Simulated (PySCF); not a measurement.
Single-point calculation, with input and output: AlH$_{2}$BrF (charge −1)

System: AlH$_{2}$BrF, charge −1.
Method: B3LYP/def2-SVP, RKS (PySCF 2.14.0).

The geometry comes from this level: GFN2-xTB.

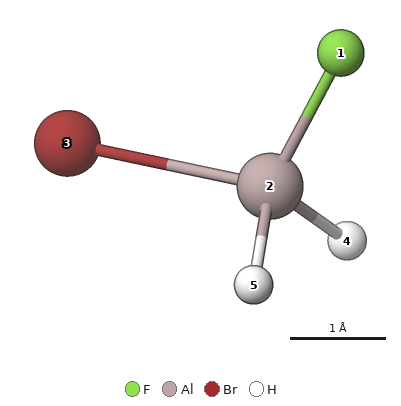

The input geometry (ball-and-stick view, seen at a tilt; atoms are numbered from 1 in the order of the input). Sticks mark near contacts. Bond lengths as drawn: Al–Br 2.32 Å, Al–F 1.69 Å and Al–H 1.58 Å.

**Key numbers**

| quantity | value |
| --- | --- |
| outcome | converged |
| total energy | −2917.410017 hartree |
| basis functions | 74 |
| HOMO | −2.03 eV |
| LUMO | 6.14 eV |
| hardware | 1 thread of Arm Neoverse V1, 24 GiB of memory available, shared host |
| wall time | 17 s |
| peak memory | 0.37 GiB |

**Input (job.py)**
```python
from pyscf import gto, dft

system = gto.M(
    atom=[
    ('F', (-1.213430, 0.305530, 1.207960)),
    ('Al', (-0.128150, 0.082510, -0.066010)),
    ('Br', (1.755180, -1.067620, 0.637910)),
    ('H', (-0.796400, -0.806870, -1.191340)),
    ('H', (0.382800, 1.486460, -0.588530)),
],
    basis='def2-svp',
    verbose=4,
    spin=0,
    charge=-1,
    max_memory=1860,
)

mf = dft.RKS(system)
mf.xc = 'b3lyp'
mf.conv_tol = 1e-12
mf.grids.level = 4
mf.kernel()

e_final = mf.e_tot
print('E = %.10f Eh' % e_final)
```

Launched with:
```bash
OMP_NUM_THREADS=1 python job.py
```

**The program's output**
```
PySCF version 2.14.0

[INPUT] num. atoms = 5
[INPUT] num. electrons = 60
[INPUT] charge = -1
[INPUT] spin (= nelec alpha-beta = 2S) = 0
[INPUT] symmetry False subgroup None
[INPUT] Mole.unit = angstrom
[INPUT] Symbol           X                Y                Z      unit          X                Y                Z       unit  Magmom
[INPUT]  1 F     -1.213430000000   0.305530000000   1.207960000000 AA   -2.293050371331   0.577368022838   2.282713569430 Bohr   0.0
[INPUT]  2 Al    -0.128150000000   0.082510000000  -0.066010000000 AA   -0.242168402863   0.155921302538  -0.124740821483 Bohr   0.0
[INPUT]  3 Br     1.755180000000  -1.067620000000   0.637910000000 AA    3.316809499314  -2.017509405108   1.205475192121 Bohr   0.0
[INPUT]  4 H     -0.796400000000  -0.806870000000  -1.191340000000 AA   -1.504977885604  -1.524763318128  -2.251306321239 Bohr   0.0
[INPUT]  5 H      0.382800000000   1.486460000000  -0.588530000000 AA    0.723387160484   2.809002295121  -1.112160516090 Bohr   0.0

nuclear repulsion = 215.03914824093
number of shells = 32
number of NR pGTOs = 148
number of NR cGTOs = 74
basis = def2-svp
ecp = {}

******** <class 'pyscf.dft.rks.RKS'> ********
method = RKS
initial guess = minao
damping factor = 0
level_shift factor = 0
DIIS = <class 'pyscf.scf.diis.CDIIS'>
diis_start_cycle = 1
diis_space = 8
diis_damp = 0
SCF conv_tol = 1e-12
SCF conv_tol_grad = None
SCF max_cycles = 50
direct_scf = True
direct_scf_tol = 1e-13
XC library pyscf.dft.libxc version 7.0.0
    S. Lehtola, C. Steigemann, M. J.T. Oliveira, and M. A.L. Marques.,  SoftwareX 7, 1–5 (2018)
XC functionals = b3lyp
    P. J. Stephens, F. J. Devlin, C. F. Chabalowski, and M. J. Frisch.,  J. Phys. Chem. 98, 11623 (1994)
radial grids:
    Treutler-Ahlrichs [JCP 102, 346 (1995); DOI:10.1063/1.469408] (M4) radial grids

becke partition: Becke, JCP 88, 2547 (1988); DOI:10.1063/1.454033
pruning grids: <function nwchem_prune>
grids dens level: 4
symmetrized grids: False
atomic radii adjust function: <function treutler_atomic_radii_adjust>
small_rho_cutoff = 0
Set gradient conv threshold to 1e-06
Initial guess from minao.
tot grids = 119128
init E= -2916.15373179654
  HOMO = -0.310725750669311  LUMO = -0.01158113982815  gap/eV = 8.14014
cycle= 1 E= -2917.32807370231  delta_E= -1.17  |g|= 0.665  |ddm|=    2
  HOMO = 0.000633342840149265  LUMO = 0.247306454281882  gap/eV = 6.71232
cycle= 2 E= -2917.20148769016  delta_E= 0.127  |g|= 1.13  |ddm|= 1.63
  HOMO = -0.0590831399447214  LUMO = 0.229846630295812  gap/eV = 7.86218
cycle= 3 E= -2917.40885483705  delta_E= -0.207  |g|= 0.0625  |ddm|= 1.06
  HOMO = -0.0764501324573001  LUMO = 0.224902641680889  gap/eV = 8.20023
cycle= 4 E= -2917.40990449053  delta_E= -0.00105  |g|= 0.0269  |ddm|= 0.124
  HOMO = -0.074981287023089  LUMO = 0.225362099329562  gap/eV = 8.17276
cycle= 5 E= -2917.41001540978  delta_E= -0.000111  |g|= 0.00435  |ddm|= 0.031
  HOMO = -0.0745658729112781  LUMO = 0.225602804313135  gap/eV = 8.16801
cycle= 6 E= -2917.41001730203  delta_E= -1.89e-06  |g|= 0.000695  |ddm|= 0.00323
  HOMO = -0.0745540522252814  LUMO = 0.225550899967364  gap/eV = 8.16627
cycle= 7 E= -2917.41001743246  delta_E= -1.3e-07  |g|= 0.00022  |ddm|= 0.000992
  HOMO = -0.074544683663389  LUMO = 0.225563513998885  gap/eV = 8.16636
cycle= 8 E= -2917.41001744868  delta_E= -1.62e-08  |g|= 3.62e-05  |ddm|= 0.000339
  HOMO = -0.0745498445453605  LUMO = 0.225559880869946  gap/eV = 8.16640
cycle= 9 E= -2917.41001744913  delta_E= -4.53e-10  |g|= 5.95e-06  |ddm|= 5.97e-05
  HOMO = -0.0745496219244086  LUMO = 0.225560291857512  gap/eV = 8.16641
cycle= 10 E= -2917.41001744915  delta_E= -1.5e-11  |g|= 1.15e-06  |ddm|= 6.37e-06
  HOMO = -0.074549533870385  LUMO = 0.225560353612383  gap/eV = 8.16641
cycle= 11 E= -2917.41001744914  delta_E= 1.09e-11  |g|= 5.93e-07  |ddm|= 1.76e-06
  HOMO = -0.0745496118092008  LUMO = 0.225560319035106  gap/eV = 8.16641
cycle= 12 E= -2917.41001744915  delta_E= -9.09e-12  |g|= 4.55e-08  |ddm|= 6.06e-07
  HOMO = -0.0745496083624095  LUMO = 0.225560318275916  gap/eV = 8.16641
cycle= 13 E= -2917.41001744914  delta_E= 1.82e-12  |g|= 4.36e-09  |ddm|= 5.85e-08
  HOMO = -0.0745496080807393  LUMO = 0.225560318140196  gap/eV = 8.16641
cycle= 14 E= -2917.41001744913  delta_E= 1e-11  |g|= 2.62e-09  |ddm|= 3.93e-09
  HOMO = -0.0745496079604675  LUMO = 0.225560318039141  gap/eV = 8.16641
cycle= 15 E= -2917.41001744914  delta_E= -5.46e-12  |g|= 3.91e-09  |ddm|= 2.27e-09
  HOMO = -0.0745496080685277  LUMO = 0.225560317959462  gap/eV = 8.16641
cycle= 16 E= -2917.41001744913  delta_E= 8.19e-12  |g|= 3.12e-09  |ddm|= 1.8e-09
  HOMO = -0.0745496080892516  LUMO = 0.225560317950562  gap/eV = 8.16641
cycle= 17 E= -2917.41001744913  delta_E= -3.64e-12  |g|= 2.33e-09  |ddm|= 1.27e-09
  HOMO = -0.0745496078197236  LUMO = 0.22556031798869  gap/eV = 8.16641
cycle= 18 E= -2917.41001744914  delta_E= -2.73e-12  |g|= 6.33e-09  |ddm|= 4.35e-09
  HOMO = -0.0745496080589541  LUMO = 0.22556031790378  gap/eV = 8.16641
cycle= 19 E= -2917.41001744914  delta_E= -1.82e-12  |g|= 4.81e-09  |ddm|= 1.8e-09
  HOMO = -0.0745496081579149  LUMO = 0.225560317873681  gap/eV = 8.16641
cycle= 20 E= -2917.41001744914  delta_E= -1.36e-12  |g|= 4.7e-09  |ddm|= 1.22e-09
  HOMO = -0.0745496083745758  LUMO = 0.225560317976558  gap/eV = 8.16641
cycle= 21 E= -2917.41001744914  delta_E= 5e-12  |g|= 5.12e-09  |ddm|= 7.91e-09
  HOMO = -0.0745496083601656  LUMO = 0.22556031798376  gap/eV = 8.16641
cycle= 22 E= -2917.41001744914  delta_E= -1.82e-12  |g|= 3.92e-09  |ddm|= 9.72e-10
  HOMO = -0.0745496083401886  LUMO = 0.22556031798098  gap/eV = 8.16641
cycle= 23 E= -2917.41001744915  delta_E= -1e-11  |g|= 2.9e-09  |ddm|= 8.11e-10
  HOMO = -0.074549608316782  LUMO = 0.225560317973423  gap/eV = 8.16641
cycle= 24 E= -2917.41001744914  delta_E= 7.28e-12  |g|= 1.64e-09  |ddm|= 9.86e-10
  HOMO = -0.0745496083069841  LUMO = 0.225560317959921  gap/eV = 8.16641
cycle= 25 E= -2917.41001744914  delta_E= -4.55e-13  |g|= 8.4e-10  |ddm|= 6.72e-10
  HOMO = -0.0745496082506429  LUMO = 0.225560317930881  gap/eV = 8.16641
```

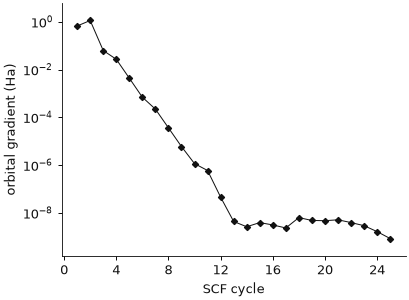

Convergence of the self-consistent field: orbital gradient against the SCF cycle. The residual lingers near 4 × 10⁻⁹ from about step 13 to 24 before it falls again.

```
Extra cycle  E= -2917.41001744914  delta_E= 3.18e-12  |g|= 1.22e-09  |ddm|= 1.79e-09
converged SCF energy = -2917.41001744914
E = -2917.4100174491 Eh
```

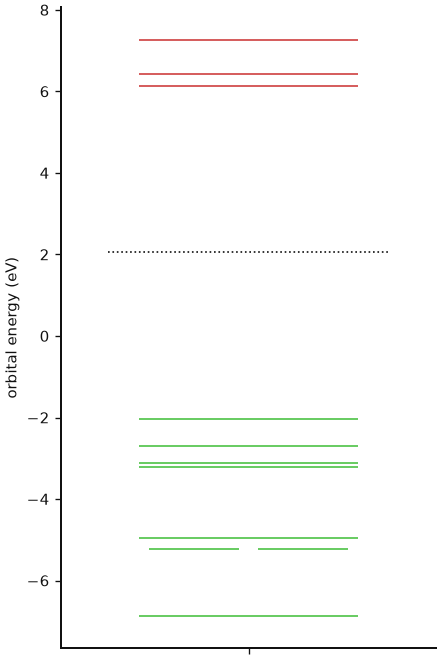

Orbital energies near the frontier; the dotted line parts filled from empty levels, and levels within 0.02 eV of each other stand side by side. Highest filled −2.03 eV, lowest empty 6.14 eV, 8.17 eV apart.
